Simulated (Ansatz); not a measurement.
# Grüneisen parameters and expansion of Hf (Hafnium, P6_3/mmc), part 2 of 4

Which modes of Hf (Hafnium) drive its thermal expansion?

Ansatz 0.2.0; DFT LDA, scalar-relativistic, plane waves, PAW; PAW set soft_1.

So far. Step 2 (A first coarse run): The start is under -7.6 GPa at this level and looks like a metal on this mesh. Step 4 (Relaxing to small residual forces and stress): The residual pressure is 2.1e-4 GPa, small enough for phonons.

**5. Lattice dynamics at this volume, V/V0 1**

Phonons at this volume give one point of F(V, T); meshes stay fixed along the series.

Contents of input.yaml:

```yaml
crystal:
  lattice:
    - [3.1206126457, 0.0, 0.0]
    - [-1.5603063228, 2.7025298265, 0.0]
    - [0.0, 0.0, 4.9394306367]
  atoms:
    - { symbol: Hf, position: [0.3333333333, 0.6666666667, 0.25] }
    - { symbol: Hf, position: [0.6666666667, 0.3333333333, 0.75] }
kpoints:
  mp_grid: { grid: [15, 15, 8] }
hamiltonian:
  xc: lda
  pseudopotentials: { kind: paw, azcp: { folder: soft_1 }, xc_functional: pbe }
scf:
  occupations: { method: methfessel_paxton, width: 0.2 }
  lower_state_search: "off"
output:
  eigenvalues: true
phonons:
  method: dfpt
  qmesh: [3, 3, 2]
  temperatures: { t_max: 1000, t_step: 50 }
  qpath:
    path:
      - [[0.0, 0.0, 0.0], [0.5, 0.0, 0.0], [0.33333333, 0.33333333, 0.0], [0.0, 0.0, 0.0], [0.0, 0.0, 0.5], [0.5, 0.0, 0.5], [0.33333333, 0.33333333, 0.5], [0.0, 0.0, 0.5]]
      - [[0.5, 0.0, 0.5], [0.5, 0.0, 0.0]]
      - [[0.33333333, 0.33333333, 0.0], [0.33333333, 0.33333333, 0.5]]
    npoints: 10
```

Run with:

```sh
> ansatz run input.yaml --threads 18 --pin off --max-ram 92160MiB --backend cuda --events-out ev --progress --plain --runs-dir out --max-vram 78GiB
```

Numbers of over 12 decimals in the logs are rounded to 6 here.

What it wrote:

```text
[...]
Crystal: 2 atoms, lattice volume = 41.657 Å³
Basis set: ecut = 420 eV, 809 PW (Γ), exchange–correlation on 48×48×72 points (8 copies of the dense FFT grid, shifted against one another)
Bands: 32, of which v1, the nominal top of the filled ones, is band 26 counted from 1 (25 counted from 0)
Symmetry: 24 space group operations
k-points: 135 of 1800
[...]
SCF iter   1: F=—  HF=-30955.205711 eV  |F-HF|=—  |Δ(HF+E_count)|=         —  Δρ=3.41e-2  dr2=5.68e-1  ethr=3.10e-3  ⟨swp⟩=4.9  Hψ=14778  notcnv=0
[...]
SCF iter   6: F=—  HF=-30954.984787 eV  |F-HF|=—  |Δ(HF+E_count)|=   2.03e-5  S|Δr|=    0.00e0  Δρ=1.30e-4  dr2=5.97e-6  ethr=2.68e-7  ⟨swp⟩=2.1  Hψ=7932  notcnv=0
[...]
SCF iter   9: F=—  HF=-30954.985117 eV  |F-HF|=—  |Δ(HF+E_count)|=   4.61e-9  S|Δr|=    0.00e0  Δρ=1.08e-6  dr2=3.57e-10  ethr=2.29e-11  ⟨swp⟩=2.5  Hψ=7911  notcnv=0
[...]
SCF iter  11: F=-30954.985117 eV  HF=-30954.985117 eV  |F-HF|=0.00e0  |Δ(HF+E_count)|=  3.64e-12  S|Δr|=    0.00e0  Δρ=5.26e-8  dr2=5.61e-13  ethr=1.00e-12  ⟨swp⟩=8.0  Hψ=27460  notcnv=0
the search or the solves at the SCF's close seem to have found levels that the self-consistency loop had missed (the run counts 2). By its estimate they hold under 1e-12 electrons; where the run keeps them, the occupations were computed again with them
SCF 1 converged in 11 iterations: F = -30954.985117 eV  dr2 = 5.61e-13
[...]
NSCF: frozen V_eff on 135 k-points, pencils in batches of 32, up to order 128
[...]
NSCF: frozen V_eff on 135 k-points
[...]
DFPT response loops at q = (0, 0, 0) (fractional): preconditioner auto → Kerker (q_TF=auto, 2.831 Å⁻¹) (partly filled bands, converged f_vac=0.000); β = 1.00, the filter's whole step (`scf.mixing.beta` (0.50) is not read by the response loops under this deck's `scf.mixing.preconditioner`; to damp them name `kerker` or `kerker_dos`, under which they read `scf.mixing.beta`, and type it under 1.00, their step now; both keys bind the ground state too); Anderson in place of MSR1; while a model of the screening serves, it and β = 1 on shorter waves in the place of filter and β
[...]
SCF converged after 11 iterations
[...]
Free energy (F): -30954.985117 eV
[...]
Internal energy: -30954.988464 eV  (E = F + TS)
E sigma→0 (E₀):  -30954.985954 eV
Entropy (-TS):   0.003347 eV (1.674 meV/atom)
Fermi energy:    19.317372 eV
[...]
--- Band table (eV; the first three rows and the last of 135) ---
  k-point 0: bands = [... 22 lower, 11.7076, 15.3493, 20.3336, 20.4153, 20.4153, 20.7164, 21.3070, 21.3070, ... 2 higher]
  k-point 1: bands = [... 22 lower, 11.8651, 15.2975, 20.0733, 20.3246, 20.3246, 20.5843, 21.1768, 21.1768, ... 2 higher]
  k-point 2: bands = [... 22 lower, 12.3181, 15.0770, 19.5763, 20.1949, 20.1949, 20.2333, 20.8723, 20.8723, ... 2 higher]
  k-point 134: bands = [... 22 lower, 17.3661, 17.3661, 17.7616, 17.7616, 19.2182, 19.2182, 21.8749, 21.8749, ... 2 higher]
--- Phonons (Γ-DFPT): 2 representative perturbations + reference (Σ response iterations 8) ---
  ASR residual: 1.207e-5 → 0.000e0 eV/Å²; symmetrization residual: 1.417e-9 eV/Å²
  ASR residual per site (eV/Å²): 1.21e-5 1.21e-5
  Γ frequencies (cm⁻¹): 0.00 0.00 0.00 72.94 72.94 113.01
--- Phonons (arbitrary-q DFPT): 6 irreducible q on the 3×3×2 mesh ---
  q = [0.0000, 0.0000, 0.0000] (star 1, of the zone-centre solve; hermiticity 3.39e-10, symmetrization 1.69e-10): 0.00 0.00 0.00 72.94 72.94 113.01
  q = [0.0000, 0.0000, -0.5000] (star 1, 2 solved perturbations in 395 linear systems a pass and spin channel, the states on 135 of 1800 k-point pairs; hermiticity 2.49e-10, symmetrization 1.25e-10): 48.67 48.67 48.67 48.67 109.53 109.53
[...]
sum rule: each row above includes the acoustic sum rule's correction from the zone centre's row sums; it moved no ω² by more than (0.14 cm⁻¹)²
  mesh force constants: q→R imaginary residual 0.00e0; ASR residual 1.207e-5 → 0.000e0 eV/Å²; symmetrization residual 8.882e-15 eV/Å²
  interpolated dispersion: 93 rows × 6 modes
  density of states and harmonic sums: on the 24×24×14 q-mesh, interpolated from the force constants of a 3×3×2 supercell (no non-analytic term)
  largest difference from the sums on the solved wave vectors: F 3.81e-2 eV, S 5.24e-5 and C_V 1.43e-5 eV/K
  zero-point energy: 0.038688 eV/cell   skipped modes (ω ≤ 0): 3   left out of the sums: 6.20e-5 of the cell's modes: C_V's classical limit lies that fraction below 3 k_B per atom; for a crystal, a wire or a layer, F and S can be off by more, and a phonons.interpolated_qmesh denser along its periods is the remedy for the sampling
```

Wall time 5.5 s (1 × NVIDIA GB200 with 18 threads of Arm Neoverse V2, shared host); peak memory 2.3 GiB; 20 s of CPU time.

This step gave:

```yaml
gamma_frequencies: 0, 0, 0, 72.94, 72.94, 113.0 cm⁻¹ (negative: imaginary)
lowest_frequency_on_the_path: 0 cm⁻¹
zero_point_energy: 0.03869 eV/cell
point_group: 6/mmm
highest_frequency: 161.0 cm⁻¹
debye_temperature_from_the_second_moment: 202 K
```

No LO-TO term. Phonon branches along the path, in cm⁻¹:

| point | branch 1 | branch 2 | branch 3 | branch 4 | branch 5 | branch 6 |
| --- | --- | --- | --- | --- | --- | --- |
| Γ | 0 | 0 | 0 | 73 | 73 | 113 |
| M | 56 | 81 | 118 | 126 | 139 | 148 |
| K | 103 | 103 | 113 | 113 | 114 | 161 |
| Γ | 0 | 0 | 0 | 73 | 73 | 113 |
| A | 49 | 49 | 49 | 49 | 110 | 110 |
| L | 98 | 98 | 100 | 100 | 159 | 159 |
| H | 49 | 49 | 139 | 139 | 151 | 151 |
| A | 49 | 49 | 49 | 49 | 110 | 110 |
| jump to L | 98 | 98 | 100 | 100 | 159 | 159 |
| M | 56 | 81 | 118 | 126 | 139 | 148 |
| jump to K | 103 | 103 | 113 | 113 | 114 | 161 |
| H | 49 | 49 | 139 | 139 | 151 | 151 |

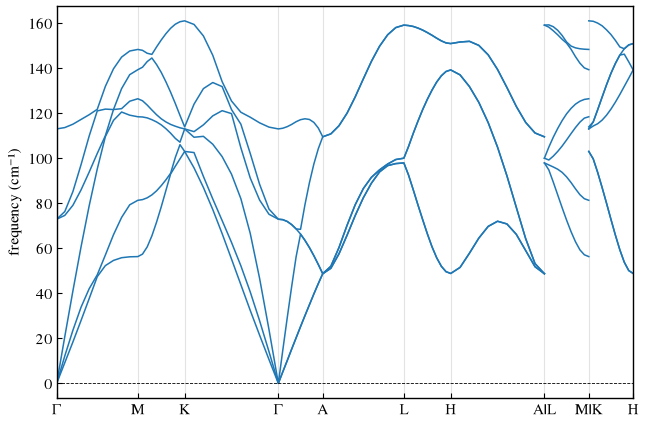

Phonon branches along the path.

The phonon density of states has structure finer than the step of the table below, so its rows give means over 10 cm⁻¹, whole bins alone (the curve runs from 1 to 161 cm⁻¹). Peaks (cm⁻¹: height): 69.0: 0.0798, 121.0: 0.0792, 151.0: 0.0775.

Tetrahedra on 24 24 14, mean over bins of 2 cm⁻¹. Phonon density of states against wavenumber; means over each step:

| wavenumber (cm⁻¹) | phonon density of states (1/cm⁻¹/cell) |
| --- | --- |
| 10 | 4.6e-4 |
| 20 | 0.00200 |
| 30 | 0.00463 |
| 40 | 0.00867 |
| 50 | 0.0172 |
| 60 | 0.0417 |
| 70 | 0.0708 |
| 80 | 0.0552 |
| 90 | 0.0438 |
| 100 | 0.0420 |
| 110 | 0.0617 |
| 120 | 0.0702 |
| 130 | 0.0506 |
| 140 | 0.0544 |
| 150 | 0.0647 |

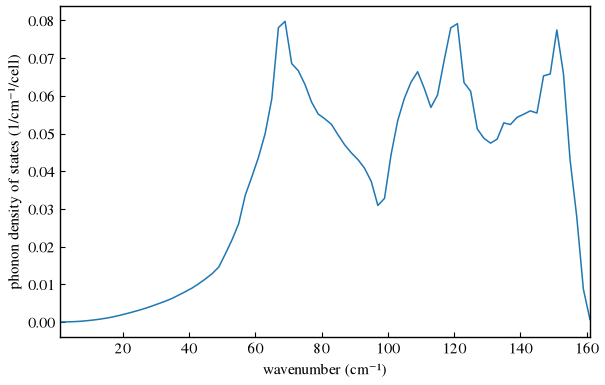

Phonon density of states, plotted against wavenumber.

Harmonic. Thermo, by row:

| T (K) | F_vib (meV/atom) | S (J/mol-atom/K) | C_V (J/mol-atom/K) |
| --- | --- | --- | --- |
| 0 | 19.34 | 0 | 0 |
| 50 | 18.25 | 6.881 | 12.74 |
| 100 | 11.5 | 18.7 | 20.55 |
| 150 | -0.6 | 27.54 | 22.82 |
| 200 | -16.68 | 34.25 | 23.71 |
| 250 | -35.86 | 39.59 | 24.14 |
| 300 | -57.56 | 44.02 | 24.38 |
| 350 | -81.37 | 47.79 | 24.53 |
| 400 | -107 | 51.07 | 24.63 |
| 450 | -134.2 | 53.98 | 24.69 |
| 500 | -162.9 | 56.58 | 24.74 |
| 550 | -192.8 | 58.94 | 24.77 |
| 600 | -223.9 | 61.1 | 24.8 |
| 650 | -256.1 | 63.08 | 24.82 |
| 700 | -289.3 | 64.92 | 24.84 |
| 750 | -323.4 | 66.64 | 24.85 |
| 800 | -358.3 | 68.24 | 24.86 |
| 850 | -394.1 | 69.75 | 24.87 |
| 900 | -430.6 | 71.17 | 24.88 |
| 950 | -467.9 | 72.52 | 24.89 |
| 1000 | -505.8 | 73.79 | 24.89 |

The modes, Hf has structure finer than the step of the table below, so its rows give means over 10 cm⁻¹, whole bins alone (the curve runs from -10 to 176 cm⁻¹). Peaks (cm⁻¹: height): 68.3: 0.0745, 118.6: 0.0763, 150.1: 0.0682.

Phonopy on the run's constants, 21x21x11 mesh, Gaussian sigma 2.0 cm⁻¹. Table of modes, Hf by wavenumber; means over each step:

| wavenumber (cm⁻¹) | modes, Hf (1/cm⁻¹/cell) |
| --- | --- |
| 0 | 6.8e-5 |
| 10 | 5.4e-4 |
| 20 | 0.00211 |
| 30 | 0.00477 |
| 40 | 0.00870 |
| 50 | 0.0179 |
| 60 | 0.0422 |
| 70 | 0.0688 |
| 80 | 0.0550 |
| 90 | 0.0431 |
| 100 | 0.0441 |
| 110 | 0.0608 |
| 120 | 0.0694 |
| 130 | 0.0511 |
| 140 | 0.0546 |
| 150 | 0.0626 |
| 160 | 0.0141 |
| 170 | 8.2e-6 |

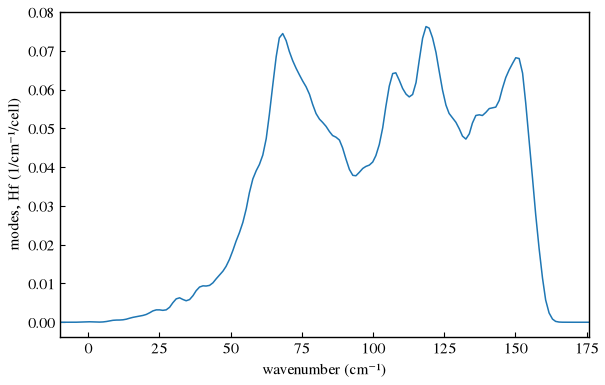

Modes, Hf against wavenumber.

No LO-TO term. Modes at Γ:

| mode | frequency (cm⁻¹) | symmetry |
| --- | --- | --- |
| 1 | 0.0 | - |
| 2 | 0.0 | - |
| 3 | 0.0 | - |
| 4 | 72.9 | E2g |
| 5 | 72.9 | E2g |
| 6 | 113.0 | B1g |

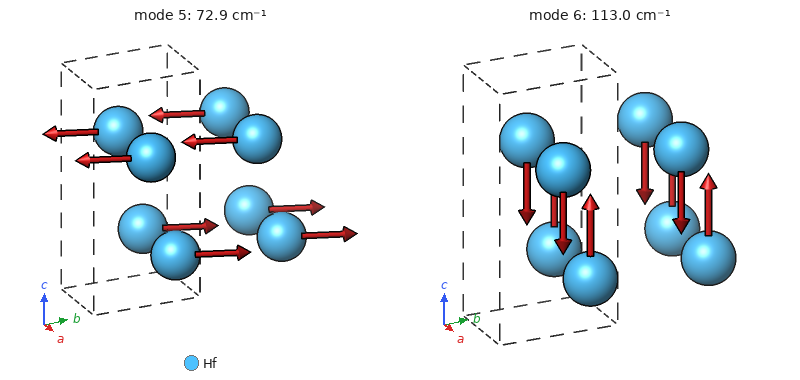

Displacement patterns of modes 5 and 6 at Γ; arrows are exaggerated. 2×2×1 cells are drawn.

No mode is imaginary beyond numerical noise at the solved wavevectors.

**6. A cell at another volume, V/V0 1.015**

The volume is fixed at the new value while shape and atoms relax, so that only the volume differs between members of the series.

The cell differs from the one that the last finished run ended in (a 3.121 → 3.136 Å, b 3.121 → 3.136 Å, c 4.939 → 4.964 Å).

input.yaml, the sections that differ from step 5:

```yaml
crystal:
  lattice:
    - [3.1361383373, 0.0, 0.0]
    - [-1.5680691686, 2.7159754699, 0.0]
    - [0.0, 0.0, 4.9640053229]
  atoms:
    - { symbol: Hf, position: [0.3333333333, 0.6666666667, 0.25] }
    - { symbol: Hf, position: [0.6666666667, 0.3333333333, 0.75] }
output:
  forces: true
  stress: true
  eigenvalues: true
relax:
  adjacent_minimum: "off"
  f_tol: 0.001
  max_steps: 60
  cell: { stress_tol: 0.01, fix: [volume] }
# kpoints, hamiltonian, scf: as in step 5
# phonons: removed
```

What it wrote:

```text
[...]
Crystal: 2 atoms, lattice volume = 42.282 Å³
Basis set: ecut = 420 eV, 833 PW (Γ)
Bands: 32, of which v1, the nominal top of the filled ones, is band 26 counted from 1 (25 counted from 0)
Symmetry: 24 space group operations
[...]
k-points: 135 of 1800
[...]
k-point 134: bands = [... 22 lower, 17.0794, 17.0794, 17.4668, 17.4668, 18.8849, 18.8849, 21.5349, 21.5349, ... 2 higher]
--- Relaxed structure (3 steps of the walk, 3 accepted, 1 SCFs on fresh bases) ---
[...]
cell:  # Å, volume = 42.2818 Å³
    - [3.137115, -2.8876524554102515e-11, 0.0]
    - [-1.568558, 2.716822, 0.0]
    - [0.0, 0.0, 4.960914]
  atoms:
    - { symbol: Hf, position: [0.333333, 0.666667, 0.250000] }
    - { symbol: Hf, position: [0.666667, 0.333333, 0.750000] }
[key lines of the parts left out:]
SCF converged after 5 iterations
Free energy (F): -30954.981661 eV
Fermi energy:    18.999414 eV
P = ⅓ Tr σ = -1.7516 GPa (-17.516 kbar)
```

Run time: 3 s. Hardware: 1 × NVIDIA GB200 with 18 threads; peak memory 1.1 GiB; 11 s of CPU time.

Little changed from the start: no atom moved by 0.005 Å and no cell edge by 0.1 %.

**7. Phonons, V/V0 1.015**

The same q-mesh and k-mesh are kept at every volume, so that much of their error can cancel in the differences.

input.yaml, the sections that differ from step 6:

```yaml
crystal:
  lattice:
    - [3.1371153981, 0.0, 0.0]
    - [-1.568557699, 2.7168216294, 0.0]
    - [0.0, 0.0, 4.9609137059]
  atoms:
    - { symbol: Hf, position: [0.3333333333, 0.6666666667, 0.25] }
    - { symbol: Hf, position: [0.6666666667, 0.3333333333, 0.75] }
output:
  eigenvalues: true
phonons:
  method: dfpt
  qmesh: [3, 3, 2]
  temperatures: { t_max: 1000, t_step: 50 }
  qpath:
    path:
      - [[0.0, 0.0, 0.0], [0.5, 0.0, 0.0], [0.33333333, 0.33333333, 0.0], [0.0, 0.0, 0.0], [0.0, 0.0, 0.5], [0.5, 0.0, 0.5], [0.33333333, 0.33333333, 0.5], [0.0, 0.0, 0.5]]
      - [[0.5, 0.0, 0.5], [0.5, 0.0, 0.0]]
      - [[0.33333333, 0.33333333, 0.0], [0.33333333, 0.33333333, 0.5]]
    npoints: 10
# kpoints, hamiltonian, scf: as in step 6
# relax: removed
```

What it wrote:

```text
[...]
Crystal: 2 atoms, lattice volume = 42.282 Å³
Basis set: ecut = 420 eV, 833 PW (Γ), exchange–correlation on 48×48×72 points (8 copies of the dense FFT grid, shifted against one another)
Bands: 32, of which v1, the nominal top of the filled ones, is band 26 counted from 1 (25 counted from 0)
Symmetry: 24 space group operations
k-points: 135 of 1800
[...]
k-point 134: bands = [... 22 lower, 17.0794, 17.0794, 17.4668, 17.4668, 18.8849, 18.8849, 21.5349, 21.5349, ... 2 higher]
[...]
ASR residual: 1.538e-5 → 0.000e0 eV/Å²; symmetrization residual: 1.398e-9 eV/Å²
  ASR residual per site (eV/Å²): 1.54e-5 1.54e-5
  Γ frequencies (cm⁻¹): 0.00 0.00 0.00 73.94 73.94 107.29
--- Phonons (arbitrary-q DFPT): 6 irreducible q on the 3×3×2 mesh ---
[...]
interpolated dispersion: 93 rows × 6 modes
[...]
[key lines of the parts left out:]
SCF converged after 11 iterations
Free energy (F): -30954.981662 eV
Fermi energy:    18.999414 eV
```

It took 5.6 s on 1 × NVIDIA GB200 with 18 threads; peak memory 2.3 GiB; 20 s of CPU time.

No LO-TO term. Phonon branches along the path, in cm⁻¹:

| point | branch 1 | branch 2 | branch 3 | branch 4 | branch 5 | branch 6 |
| --- | --- | --- | --- | --- | --- | --- |
| Γ | 0 | 0 | 0 | 74 | 74 | 107 |
| M | 56 | 80 | 115 | 125 | 135 | 145 |
| K | 101 | 101 | 111 | 111 | 112 | 158 |
| Γ | 0 | 0 | 0 | 74 | 74 | 107 |
| A | 49 | 49 | 49 | 49 | 107 | 107 |
| L | 96 | 96 | 99 | 99 | 156 | 156 |
| H | 47 | 47 | 136 | 136 | 148 | 148 |
| A | 49 | 49 | 49 | 49 | 107 | 107 |
| jump to L | 96 | 96 | 99 | 99 | 156 | 156 |
| M | 56 | 80 | 115 | 125 | 135 | 145 |
| jump to K | 101 | 101 | 111 | 111 | 112 | 158 |
| H | 47 | 47 | 136 | 136 | 148 | 148 |

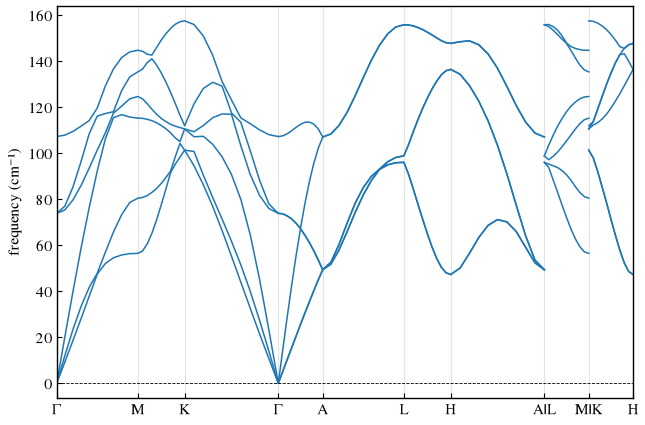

Phonon branches along the path.

No mode is imaginary beyond numerical noise at the solved wavevectors. The highest zone-centre mode (no LO–TO term) moved by -5.1 % for a volume change of +1.5 %.

**8. A cell at another volume, V/V0 0.985**

The volume is fixed at the new value while shape and atoms relax, so that only the volume differs between members of the series.

The cell differs from the one that the last finished run ended in (a 3.137 → 3.105 Å, b 3.137 → 3.105 Å, c 4.961 → 4.915 Å).

input.yaml, the sections that differ from step 7:

```yaml
crystal:
  lattice:
    - [3.1049309104, 0.0, 0.0]
    - [-1.5524654552, 2.6889490454, 0.0]
    - [0.0, 0.0, 4.9146089583]
  atoms:
    - { symbol: Hf, position: [0.3333333333, 0.6666666667, 0.25] }
    - { symbol: Hf, position: [0.6666666667, 0.3333333333, 0.75] }
output:
  forces: true
  stress: true
  eigenvalues: true
relax:
  adjacent_minimum: "off"
  f_tol: 0.001
  max_steps: 60
  cell: { stress_tol: 0.01, fix: [volume] }
# kpoints, hamiltonian, scf: as in step 7
# phonons: removed
```

What it wrote:

```text
[...]
Crystal: 2 atoms, lattice volume = 41.032 Å³
Basis set: ecut = 420 eV, 785 PW (Γ)
Bands: 32, of which v1, the nominal top of the filled ones, is band 26 counted from 1 (25 counted from 0)
Symmetry: 24 space group operations
[...]
k-points: 135 of 1800
[...]
k-point 134: bands = [... 22 lower, 17.6608, 17.6608, 18.0654, 18.0654, 19.5618, 19.5618, 22.2237, 22.2237, ... 2 higher]
--- Relaxed structure (3 steps of the walk, 3 accepted, 1 SCFs on fresh bases) ---
[...]
cell:  # Å, volume = 41.0321 Å³
    - [3.103789, 0.0, 0.0]
    - [-1.551895, 2.687960, 0.0]
    - [0.0, 0.0, 4.918226]
  atoms:
    - { symbol: Hf, position: [0.333333, 0.666667, 0.250000] }
    - { symbol: Hf, position: [0.666667, 0.333333, 0.750000] }
[key lines of the parts left out:]
SCF converged after 5 iterations
Free energy (F): -30954.981502 eV
Fermi energy:    19.644852 eV
P = ⅓ Tr σ = 1.8709 GPa (18.709 kbar)
```

Run time: 2.9 s. Hardware: 1 × NVIDIA GB200 with 18 threads; peak memory 1.1 GiB; 11 s of CPU time.

Little changed from the start: no atom moved by 0.005 Å and no cell edge by 0.1 %.

**9. Phonons, V/V0 0.985**

Phonons at this volume give one point of F(V, T); meshes stay fixed along the series.

input.yaml, the sections that differ from step 8:

```yaml
crystal:
  lattice:
    - [3.1037891063, 0.0, 0.0]
    - [-1.5518945531, 2.687960214, 0.0]
    - [0.0, 0.0, 4.9182255397]
  atoms:
    - { symbol: Hf, position: [0.3333333333, 0.6666666667, 0.25] }
    - { symbol: Hf, position: [0.6666666667, 0.3333333333, 0.75] }
output:
  eigenvalues: true
phonons:
  method: dfpt
  qmesh: [3, 3, 2]
  temperatures: { t_max: 1000, t_step: 50 }
  qpath:
    path:
      - [[0.0, 0.0, 0.0], [0.5, 0.0, 0.0], [0.33333333, 0.33333333, 0.0], [0.0, 0.0, 0.0], [0.0, 0.0, 0.5], [0.5, 0.0, 0.5], [0.33333333, 0.33333333, 0.5], [0.0, 0.0, 0.5]]
      - [[0.5, 0.0, 0.5], [0.5, 0.0, 0.0]]
      - [[0.33333333, 0.33333333, 0.0], [0.33333333, 0.33333333, 0.5]]
    npoints: 10
# kpoints, hamiltonian, scf: as in step 8
# relax: removed
```

What it wrote:

```text
[...]
Crystal: 2 atoms, lattice volume = 41.032 Å³
Basis set: ecut = 420 eV, 785 PW (Γ), exchange–correlation on 48×48×72 points (8 copies of the dense FFT grid, shifted against one another)
Bands: 32, of which v1, the nominal top of the filled ones, is band 26 counted from 1 (25 counted from 0)
Symmetry: 24 space group operations
k-points: 135 of 1800
[...]
k-point 134: bands = [... 22 lower, 17.6608, 17.6608, 18.0654, 18.0654, 19.5618, 19.5618, 22.2237, 22.2237, ... 2 higher]
[...]
ASR residual: 1.360e-5 → 0.000e0 eV/Å²; symmetrization residual: 1.440e-9 eV/Å²
  ASR residual per site (eV/Å²): 1.36e-5 1.36e-5
  Γ frequencies (cm⁻¹): 0.00 0.00 0.00 71.65 71.65 118.77
--- Phonons (arbitrary-q DFPT): 6 irreducible q on the 3×3×2 mesh ---
[...]
interpolated dispersion: 93 rows × 6 modes
[...]
[key lines of the parts left out:]
SCF converged after 11 iterations
Free energy (F): -30954.981503 eV
Fermi energy:    19.644852 eV
```

Elapsed: 5.2 s, on 1 × NVIDIA GB200 with 18 threads; peak memory 2.3 GiB.

No LO-TO term. Phonon branches along the path, in cm⁻¹:

| point | branch 1 | branch 2 | branch 3 | branch 4 | branch 5 | branch 6 |
| --- | --- | --- | --- | --- | --- | --- |
| Γ | 0 | 0 | 0 | 72 | 72 | 119 |
| M | 56 | 82 | 122 | 128 | 143 | 152 |
| K | 104 | 104 | 115 | 115 | 116 | 164 |
| Γ | 0 | 0 | 0 | 72 | 72 | 119 |
| A | 48 | 48 | 48 | 48 | 112 | 112 |
| L | 100 | 100 | 101 | 101 | 162 | 162 |
| H | 50 | 50 | 142 | 142 | 154 | 154 |
| A | 48 | 48 | 48 | 48 | 112 | 112 |
| jump to L | 100 | 100 | 101 | 101 | 162 | 162 |
| M | 56 | 82 | 122 | 128 | 143 | 152 |
| jump to K | 104 | 104 | 115 | 115 | 116 | 164 |
| H | 50 | 50 | 142 | 142 | 154 | 154 |

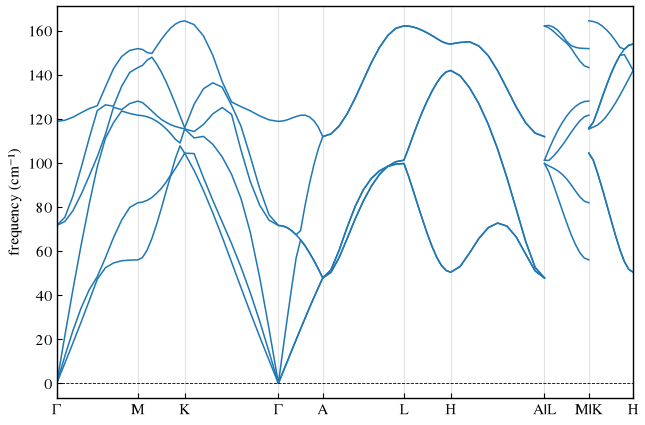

Phonon branches along the path.

No mode is imaginary beyond numerical noise at the solved wavevectors. The highest zone-centre mode (no LO–TO term) moved by +5.1 % for a volume change of -1.5 %.

(Continued in part 3 of 4.)

[Logs are printed without paths, hosts, clocks, repeated set-up lines and the standing remarks that a program may print on its own settings, such as how far it seeks lower states.]

[Hosts, paths, dates, database ids (printed as entryN), source tags and the programs' standing remarks are cut or masked in the printed files.]

[A step with changed settings may run another functional than the one named; its input shows which.]

[Of the runs on displaced cells, only some may be shown.]
